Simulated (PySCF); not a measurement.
System: C₇H₁₃FSi.

```xyz
22

C     2.5234   -1.0072    0.4588
C     1.2200   -0.9697   -0.3375
C     0.3239    0.1333    0.1423
C     0.5503    1.6117   -0.1561
C    -0.9717    1.8029   -0.2927
C    -1.1855    0.3116   -0.0196
Si   -2.4422   -0.7805   -0.8591
F    -2.2103   -2.2845   -0.3189
C    -0.5711    0.0082    1.3272
H     2.3171   -1.1802    1.5124
H     3.0517   -0.0612    0.3631
H     3.1704   -1.8027    0.0969
H     1.4456   -0.8199   -1.3972
H     0.6974   -1.9232   -0.2373
H     1.0354    2.1795    0.6387
H     1.0851    1.7795   -1.0892
H    -1.2796    2.1067   -1.2911
H    -1.4298    2.4716    0.4369
H    -2.2299   -0.8781   -2.2980
H    -3.8112   -0.4583   -0.4786
H    -0.7259   -0.9920    1.7051
H    -0.5735    0.7719    2.0930
```

Geometry: GFN2-xTB.

Theory: PBE0/pcSseg-1, SCF density, gas phase, non-relativistic in PySCF 2.14.0.

What will maps of the electron density and electron localisation function show?

C–H (1.09 Å): ρ at the midpoint is about 2 e/Å³; the ELF climbs to about 1 towards the hydrogen, as it does in any bond to H; an ordinary covalent bond to hydrogen.
C–C (1.53 Å): the density is about 1.6 e/Å³ at the midpoint; the ELF peaks at about 0.95 between the atoms, as expected for localised, covalent bonding.

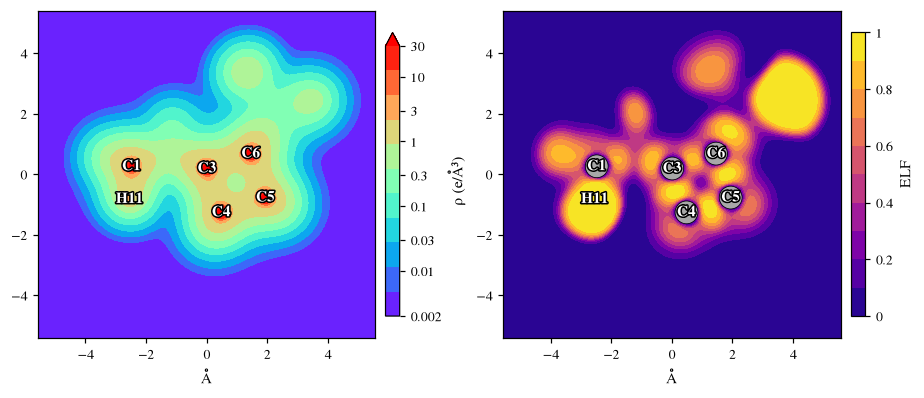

Computed electron density and electron localisation function on the plane of atoms C4, C3 and C6, in this order. Grey discs cover the atomic cores in the ELF map. 
